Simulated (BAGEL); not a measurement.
# PBE0/cc-pVDZ (density fitting with qzvpp-jkfit) run of CH3NO2Si (SMILES N#C[SiH](O)O)

What is the energy change on altering one bond length of CH3NO2Si at PBE0/cc-pVDZ (density fitting with qzvpp-jkfit)? 

The results are computed with BAGEL 1.2.2.

6 further runs of the same task are left out: 6 that didn't finish. Runs told in other sessions of the task aren't counted.

## 1. Starting point

CH3NO2Si has 8 atoms, charge 0, and is taken as a singlet. SMILES: `N#C[SiH](O)O`. Geometry: relaxed at GFN2-xTB. This is one conformer, not always the lowest.

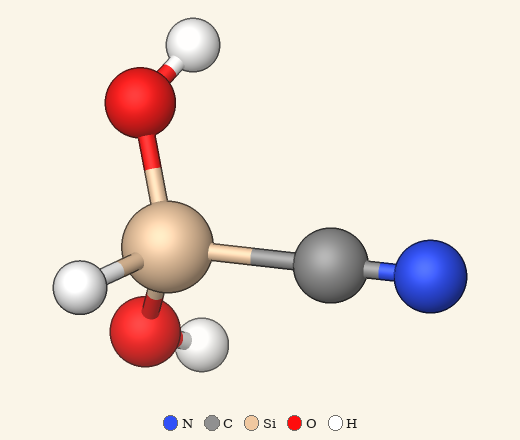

Viewed from a chosen angle; nitrogen blue, carbon grey, silicon light orange, oxygen red, hydrogen white.

## 2. A single-point energy at PBE0/cc-pVDZ (density fitting with qzvpp-jkfit)

Input file input.json:

```json
{ "bagel": [

{
  "title": "molecule",
  "basis": "cc-pvdz.json",
  "df_basis": "qzvpp-jkfit",
  "angstrom": "true",
  "geometry": [
    { "atom": "N", "xyz": [    0.977550,   -1.875150,    1.633010 ] },
    { "atom": "C", "xyz": [    0.561850,   -0.972180,    1.064260 ] },
    { "atom": "Si", "xyz": [   -0.120290,    0.505610,    0.124790 ] },
    { "atom": "O", "xyz": [    0.940530,    0.914920,   -1.027160 ] },
    { "atom": "O", "xyz": [   -1.606230,    0.136160,   -0.402310 ] },
    { "atom": "H", "xyz": [   -0.273860,    1.685710,    0.939950 ] },
    { "atom": "H", "xyz": [    1.411810,    0.315080,   -1.597800 ] },
    { "atom": "H", "xyz": [   -1.891360,   -0.710150,   -0.734740 ] }
  ]
},
{ "title": "ks", "xc_func": "pbe0" },
{ "title": "print", "file": "orbitals.molden", "orbitals": "true" }

]}
```

The basis set cc-pVDZ is read from a file made from the Basis Set Exchange's data (not shown).

Run with:

```
BAGEL_NUM_THREADS=1 BAGEL input.json > input.out
```

Standard output:

```text
* using 1 threads per process

  ===============================================================
  ===============================================================

  *** Geometry ***

  { "atom" : "N", "xyz" : [      1.847302,     -3.543520,      3.085942 ] },
  { "atom" : "C", "xyz" : [      1.061743,     -1.837154,      2.011160 ] },
  { "atom" : "Si", "xyz" : [     -0.227315,      0.955464,      0.235819 ] },
  { "atom" : "O", "xyz" : [      1.777344,      1.728948,     -1.941051 ] },
  { "atom" : "O", "xyz" : [     -3.035335,      0.257305,     -0.760256 ] },
  { "atom" : "H", "xyz" : [     -0.517520,      3.185530,      1.776248 ] },
  { "atom" : "H", "xyz" : [      2.667934,      0.595415,     -3.019404 ] },
  { "atom" : "H", "xyz" : [     -3.574152,     -1.341989,     -1.388457 ] },

  Number of auxiliary basis functions:      488

  Since a DF basis is specified, we compute 2- and 3-index integrals:
    o Being stored without compression. Storage requirement is 0.031 GB

  Number of basis functions:       89
  Number of electrons      :       46

    * METHOD: MOLECULE                             0.40

  *** Kohn-Sham DFT ***

    * Removing 14457 points whose weight is below 1.00e-10
    * Grid points: 104791

  === Nuclear Repulsion ===
   212.0715271876

       - DIIS with orbital gradients will be used.

  === KS iteration (pbe0 / cc-pvdz.json) ===
      0       -501.32506925          0.09711478           0.58
      1       -405.59154288          0.18647300           0.56
      2       -427.22880784          0.16630961           0.57
      3       -524.53356758          0.10729426           0.56
      4       -530.50410024          0.07246564           0.57
      5       -533.73150842          0.03062302           0.57
      6       -534.04612784          0.02100425           0.57
      7       -534.15830378          0.01395275           0.57
      8       -534.27071924          0.00546173           0.56
      9       -534.28640907          0.00115492           0.57
     10       -534.28713329          0.00043696           0.56
     11       -534.28723505          0.00018452           0.56
     12       -534.28725839          0.00002215           0.56
     13       -534.28725871          0.00000474           0.56
     14       -534.28725873          0.00000196           0.56
     15       -534.28725873          0.00000075           0.56
     16       -534.28725873          0.00000023           0.56
     17       -534.28725873          0.00000005           0.56
     18       -534.28725873          0.00000002           0.56
     19       -534.28725873          0.00000001           0.57
     20       -534.28725873          0.00000000           0.57
    * SCF iteration converged.

    * Permanent dipole moment:
           (    0.286276,    -0.024884,     1.036257) a.u.

    * METHOD: KS                                  12.81

    * METHOD: PRINT                                0.03

  ===============================================================
```

It took 14 s on 1 thread of Arm Neoverse N1, shared host; peak memory 0.45 GiB.

## 3. The distorted shape, same level

Input file job.json:

```json
{ "bagel": [

{
  "title": "molecule",
  "basis": "cc-pvdz.json",
  "df_basis": "qzvpp-jkfit",
  "angstrom": "true",
  "geometry": [
    { "atom": "N", "xyz": [    1.054335,   -2.465202,    1.225429 ] },
    { "atom": "C", "xyz": [    0.638635,   -1.562232,    0.656679 ] },
    { "atom": "Si", "xyz": [   -0.043505,   -0.084442,   -0.282791 ] },
    { "atom": "O", "xyz": [    1.017315,    0.324868,   -1.434741 ] },
    { "atom": "O", "xyz": [   -1.529445,   -0.453892,   -0.809891 ] },
    { "atom": "H", "xyz": [   -0.273860,    1.685710,    0.939950 ] },
    { "atom": "H", "xyz": [    1.488595,   -0.274972,   -2.005381 ] },
    { "atom": "H", "xyz": [   -1.814575,   -1.300202,   -1.142321 ] }
  ]
},
{
  "title": "ks",
  "xc_func": "pbe0"
},
{
  "title": "print",
  "file": "orbitals.molden",
  "orbitals": "true"
}

]}
```

The basis set cc-pVDZ is read from a file made from the Basis Set Exchange's data (not shown).

Run with:

```
BAGEL_NUM_THREADS=1 BAGEL job.json > job.out
```

Standard output:

```text
* using 1 threads per process

  ===============================================================
  ===============================================================

  *** Geometry ***

  { "atom" : "N", "xyz" : [      1.992404,     -4.658557,      2.315725 ] },
  { "atom" : "C", "xyz" : [      1.206845,     -2.952191,      1.240943 ] },
  { "atom" : "Si", "xyz" : [     -0.082213,     -0.159572,     -0.534398 ] },
  { "atom" : "O", "xyz" : [      1.922447,      0.613912,     -2.711268 ] },
  { "atom" : "O", "xyz" : [     -2.890232,     -0.857732,     -1.530472 ] },
  { "atom" : "H", "xyz" : [     -0.517520,      3.185530,      1.776248 ] },
  { "atom" : "H", "xyz" : [      2.813037,     -0.519622,     -3.789621 ] },
  { "atom" : "H", "xyz" : [     -3.429050,     -2.457026,     -2.158674 ] },

  Number of auxiliary basis functions:      488

  Since a DF basis is specified, we compute 2- and 3-index integrals:
    o Being stored without compression. Storage requirement is 0.031 GB

  Number of basis functions:       89
  Number of electrons      :       46

    * METHOD: MOLECULE                             0.41

  *** Kohn-Sham DFT ***

    * Removing 13909 points whose weight is below 1.00e-10
    * Grid points: 105339

  === Nuclear Repulsion ===
   209.3173725311

       - DIIS with orbital gradients will be used.

  === KS iteration (pbe0 / cc-pvdz.json) ===
      0       -501.20510677          0.09661575           0.58
      1       -406.80400104          0.19131791           0.57
      2       -426.42295269          0.16138351           0.57
      3       -520.37827598          0.13005953           0.57
      4       -528.86666905          0.07116948           0.57
      5       -533.43889916          0.03592472           0.57
      6       -534.07918614          0.01526468           0.58
      7       -534.14415099          0.00981633           0.57
      8       -534.20811067          0.00352909           0.57
      9       -534.21304532          0.00155589           0.57
     10       -534.21464163          0.00046236           0.56
     11       -534.21477108          0.00012734           0.56
     12       -534.21478057          0.00005756           0.56
     13       -534.21478260          0.00001885           0.57
     14       -534.21478280          0.00000560           0.56
     15       -534.21478281          0.00000300           0.57
     16       -534.21478282          0.00000105           0.56
     17       -534.21478282          0.00000033           0.56
     18       -534.21478282          0.00000016           0.56
     19       -534.21478282          0.00000009           0.56
     20       -534.21478282          0.00000001           0.56
     21       -534.21478282          0.00000001           0.57
    * SCF iteration converged.

    * Permanent dipole moment:
           (    0.241479,     0.276599,     1.223191) a.u.

    * METHOD: KS                                  13.45

    * METHOD: PRINT                                0.02

  ===============================================================
```

It took 14 s on 1 thread of Arm Neoverse N1, shared host; peak memory 0.45 GiB.

## 4. Results

At PBE0/cc-pVDZ (density fitting with qzvpp-jkfit):

```
                                                          quantity          value
                                         first shape: total energy  -534.28726 Eh
                                        first shape: dipole moment         2.73 D
                                          first shape: HOMO energy       -9.54 eV
                                          first shape: LUMO energy       -0.40 eV
                                        first shape: HOMO–LUMO gap        9.14 eV
                                     distorted shape: total energy  -534.21478 Eh
                                    distorted shape: dipole moment         3.25 D
                                      distorted shape: HOMO energy       -8.44 eV
                                      distorted shape: LUMO energy       -1.49 eV
                                    distorted shape: HOMO–LUMO gap        6.96 eV
energy change with the Si3–H6 bond stretched from 1.442 to 2.164 Å       1.972 eV
```

**Reading.** With the Si3–H6 bond stretched from 1.442 to 2.164 Å the energy rises by 1.97 eV (45 kcal/mol). The first shape isn't relaxed at this level, so the change isn't measured from a minimum.
